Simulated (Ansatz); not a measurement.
# NO (nitric oxide): levels of theory compared

Wanted: a comparison of 5 runs (U-r2SCAN0/STO-3G, U-wB97M-V/STO-3G, UBLYP/STO-3G, RPA@PBE/STO-3G, UCCSD/STO-3G) of NO (nitric oxide). 

Program for the calculation: Ansatz 0.2.0.

32 further runs of the same task are left out: 2 that didn't finish, 30 set aside as unsound or not needed.

## 1. The structure to begin with

NO has 2 atoms, charge 0, and is taken as a doublet. As SMILES, `[N]=O`. The O2–N1 distance was set to 2.849 Å, away from the relaxed value.

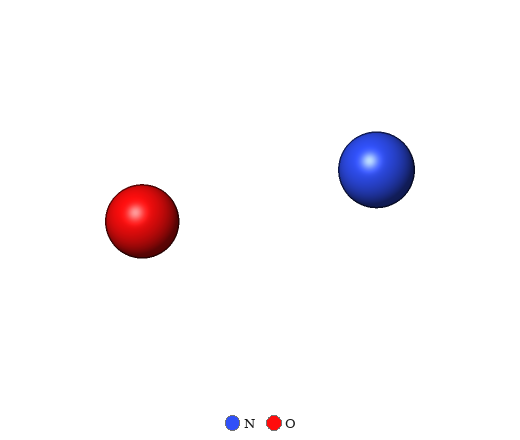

The structure, seen from a chosen angle (nitrogen blue, oxygen red).

## 2. The energy at U-r2SCAN0/STO-3G (run 1)

in.yaml

```yaml
crystal:
  periodic: [false, false, false]
  atoms:
    - {symbol: N, position_ang: [-1.934496, 0.708126, -0.975968]}
    - {symbol: O, position_ang: [0.483620, -0.177030, 0.243990]}
basis:
  gaussian:
    orbitals: STO-3G
magnetization:
  spin_polarized: true
  initial_magnetization: 1
hamiltonian:
  xc: {name: r2SCAN0}
accuracy: high
```

The run is started by

```bash
ansatz run in.yaml --threads 1 --pin off --max-ram 3480MiB --events-out events.jsonl --progress --plain --runs-dir runs
```

Output:

```text
Warning: RAYON_NUM_THREADS=1 ignored (pool sized by the plan → 1); use --threads N
Functional definition: r2SCAN0
  name "r2SCAN0"
  parameter a = 0.25
  parameter k0 = 0.174
  parameter k1 = 0.065
  parameter a1 = 4.9479
  exchange = (1 - a)*r2scan_x(k0 = k0, k1 = k1, a1 = a1) + a*exact_x
  correlation = r2scan_c
142 factors; integrals over basis functions are off by at most 4.2e-9 eV
mean field evaluation 1: about -3425.4994 eV, gradient 3.7e1 eV
mean field evaluation 2: about -3341.4486 eV, gradient 6.8e0 eV
mean field evaluation 4: about -3417.4663 eV, gradient 8.3e0 eV
mean field evaluation 8: about -3472.9416 eV, gradient 5.4e-1 eV
mean field evaluation 16: about -3477.9392 eV, gradient 2.3e-1 eV
mean field evaluation 32: about -3477.9678 eV, gradient 2.3e-6 eV
mean field evaluation 64: about -3472.9416 eV, gradient 5.4e-1 eV
mean field evaluation 96: about -3480.5324 eV, gradient 3.6e-12 eV
mean field -3480.53237592 eV, -127.9072056253 hartree, gradient 3.6e-12 eV, S^2 2.741833; 4 other end points of the search recorded, 0 dependent functions left out
reference -3480.53237609 eV, -127.9072056316 hartree; 8, 7 occupied and 2, 3 virtual orbitals, 142 factors
Total energy: -3480.53237609 eV, -127.9072056316 hartree
```

Wall time 15 s (1 thread of Arm Neoverse V1, shared host); peak memory 0.13 GiB.

## 3. A single-point energy at U-wB97M-V/STO-3G (run 2)

run.yaml

```yaml
crystal:
  periodic: [false, false, false]
  atoms:
    - {symbol: "N", position_ang: [-1.934496, 0.708126, -0.975968]}
    - {symbol: O, position_ang: [0.483620, -0.177030, 0.243990]}
basis:
  gaussian: {orbitals: STO-3G}
magnetization: {spin_polarized: true, initial_magnetization: 1}
hamiltonian: {xc: {name: wB97M-V}}
accuracy: high
```

The run is started by

```bash
ansatz run run.yaml --threads 1 --pin off --max-ram 3480MiB --events-out events.jsonl --progress --plain --runs-dir runs
```

Output, cut to the lines that bear on the results:

```text
Warning: RAYON_NUM_THREADS=1 ignored (pool sized by the plan → 1); use --threads N
Functional definition: wB97M-V
  name "wB97M-V"
[...]
  gx(w, u) = 1 - cx + cx01*u + cx10*w
  gss(w, u) = css00 + css04*u^4 + css10*w + css20*w^2 + css43*w^4*u^3
  gos(w, u) = cos00 + cos10*w + (cos20 + cos21*u)*w^2 + (cos60 + cos61*u)*w^6
[...]
      + integral(e_c_pw_mod_opposite_spin*gos(b97_w_opposite, b97_u_opposite)) + vv10(b, c)
142 factors; integrals over basis functions are off by at most 4.2e-9 eV
90 factors; integrals over basis functions are off by at most 9.7e-10 eV
[...]
mean field -3481.26550016 eV, -127.9341474444 hartree, gradient 3.7e-8 eV, S^2 2.741130; 2 other end points of the search recorded, 0 dependent functions left out
reference -3481.26550111 eV, -127.9341474793 hartree; 8, 7 occupied and 2, 3 virtual orbitals, 142 factors
Total energy: -3481.26550111 eV, -127.9341474793 hartree
```

Wall time 57 s (1 thread of Arm Neoverse V1, shared host); peak memory 0.25 GiB.

Runs 3 to 4 aren't shown in full; the table further down has their settings and results.

## 4. The energy at UCCSD/STO-3G (run 5)

in.yaml

```yaml
crystal:
  periodic: [false, false, false]
  atoms:
    - {symbol: "N", position_ang: [-1.934496, 0.708126, -0.975968]}
    - {symbol: O, position_ang: [0.483620, -0.177030, 0.243990]}
basis:
  gaussian:
    orbitals: STO-3G
magnetization:
  spin_polarized: true
  initial_magnetization: 1
correlation:
  method: ccsd
  frozen_orbitals: {"N": 1, O: 1}
accuracy: high
scf:
  omitted_lower_state_checks: [cluster_reference, increment]
```

The run is started by

```bash
ansatz run in.yaml --threads 1 --pin off --max-ram 3480MiB --events-out events.jsonl --progress --plain --runs-dir runs
```

Output:

```text
Warning: RAYON_NUM_THREADS=1 ignored (pool sized by the plan → 1); use --threads N
[... 16 lines left out ...]
2 core orbitals not correlated: weight in the atoms' cores, before any rotation towards them, 1.000 or more for the frozen orbitals, at most 0.000 for the correlated occupied ones
[... 88 lines left out ...]
Total energy: -3470.09456334 eV, -127.5236230883 hartree
Checks for a lower state left out: cluster_reference, increment
```

Wall time 0.36 s (1 thread of Arm Neoverse V1, shared host).

## 5. All runs side by side

```
run             level  frozen core orbitals  energy (Eh)   ⟨S²⟩  wall time
  1  U-r2SCAN0/STO-3G                     –  -127.907206  2.742       15 s
  2  U-wB97M-V/STO-3G                     –  -127.934147  2.741       57 s
  3      UBLYP/STO-3G                     –  -127.869824  2.717      6.9 s
  4    RPA@PBE/STO-3G                     2  -127.581032  2.722      5.7 s
  5      UCCSD/STO-3G                     2  -127.523623  2.747     0.36 s
```

## 6. Summary of results

| quantity | value |
| --- | --- |
| run 5: total energy | -127.52362 Eh |
| run 5: correlation energy (2 core orbitals frozen) | -0.3 mEh |
| run 5: ⟨S²⟩ of the reference determinant | 2.747 |
| run 5: T1 diagnostic | 0.004 |

In words: Totals of different functionals can't be ranked against each other. In runs 1, 2, 3, 4, 5 the basis is minimal, so the values are rough. Spin contamination of the reference: run 5 ⟨S²⟩ = 2.75, run 1 ⟨S²⟩ = 2.74, run 2 ⟨S²⟩ = 2.74, run 4 ⟨S²⟩ = 2.72, run 3 ⟨S²⟩ = 2.72. Where it is this large, the reference is a mixture of spin states, and values that rest on it are in doubt. All runs together took 85 s, the longest 57 s.
